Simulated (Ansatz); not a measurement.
**AlClH$_{5}$NO$_{2}$: density, localisation and related maps**

```xyz
10

Al   -0.1096    0.3852    0.1126
N     0.0135    0.1583    2.1154
H    -0.7231   -0.4832    2.4440
H     0.9341   -0.2457    2.3444
O     1.4836   -0.2405   -0.1936
H     1.8392   -0.3241   -1.0923
O    -1.5177   -0.5917   -0.1824
H    -2.1481   -0.3734   -0.8871
Cl   -0.3813    2.5213   -0.1061
H    -0.0869    1.0548    2.6127
```

Theory: RKS BLYP-D4/def2-SVP in Ansatz 0.2.0.

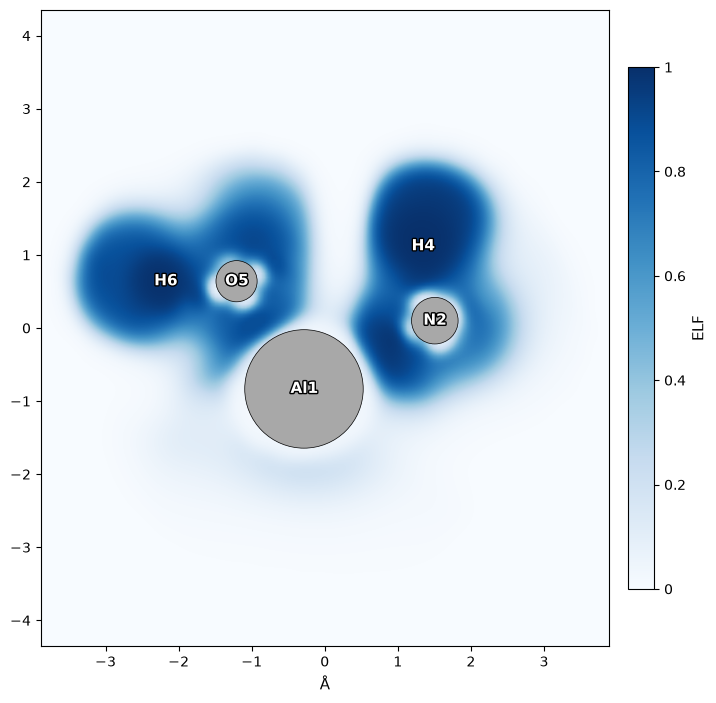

Figure 1. ELF on the plane of atoms N2, Al1 and O5. Grey discs cover the atomic cores.

### What does the map show?

- The section cuts through Al, N, H and O sites.
- Al–O (1.74 Å): the ELF peaks at about 0.90 in the valence shell of O, 0.7 Å from its nucleus, and is about 0.45 at the midpoint.
- Al–N (2.02 Å): the ELF peaks at about 1 in the valence shell of N, 0.7 Å from its nucleus, and is about 0.75 at the midpoint.
- O–H (0.97 Å): the ELF climbs to about 1 towards the hydrogen, as it does in any bond to H (a covalent bond by its length).
- N–H (1.03 Å): the ELF climbs to about 1 towards the hydrogen: a covalent bond by its length.
- The ELF also peaks beside O5, away from the bonds: lone-pair regions.

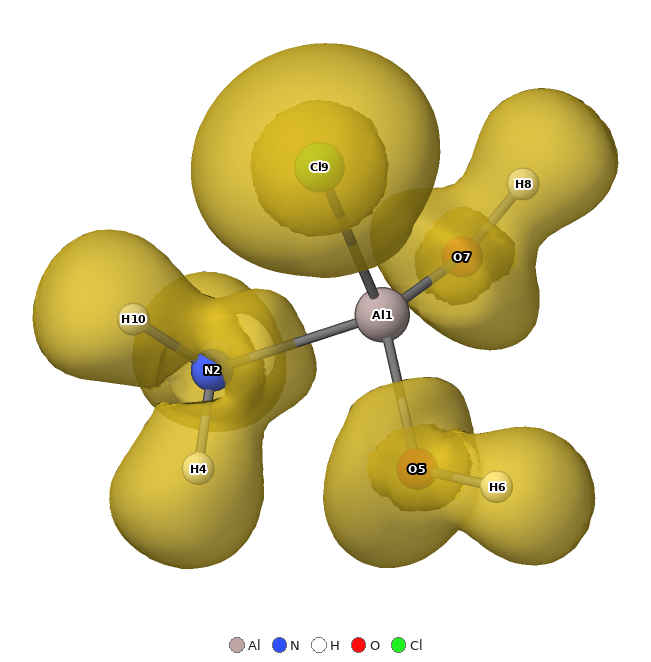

Figure 2. Isosurface of the electron localisation function at 0.75 (yellow), seen at an oblique angle. Only the valence region is drawn (cores and ρ < 0.01 e/Å³ removed).

### What do the ELF domains correspond to?

At this value the surface marks out one region on Cl in which the atom's valence shell and bonds are merged, one joined region spread over several atoms (H, N), in which their bonds and any lone pairs are merged and two joined regions spread over several atoms (H, O), in which their bonds and any lone pairs are merged.

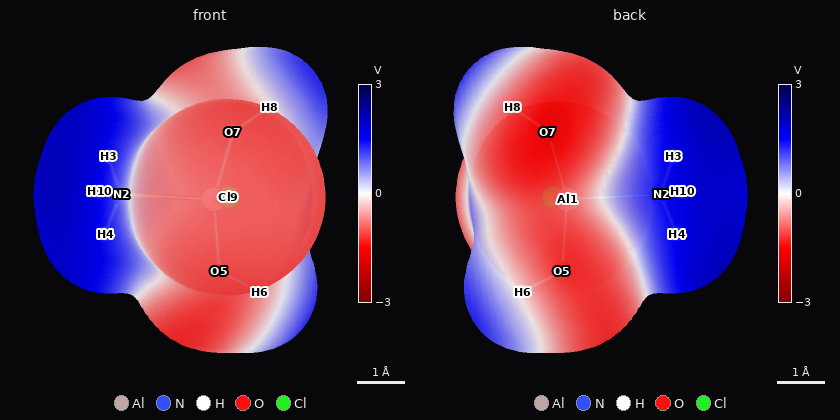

Figure 3. The molecular electrostatic potential painted on the density surface at 0.001 e/bohr³, seen from the front and from behind; the colour scale runs from red (negative) to blue (positive).

### Describe the electrostatic potential map.

The most negative region (about −1.6 V, or −37 kcal/mol for a unit charge) lies over O7, the most positive (about +2.0 V, or +46 kcal/mol for a unit charge) over H3 and H10. O7 is the likeliest acceptor of a hydrogen bond.
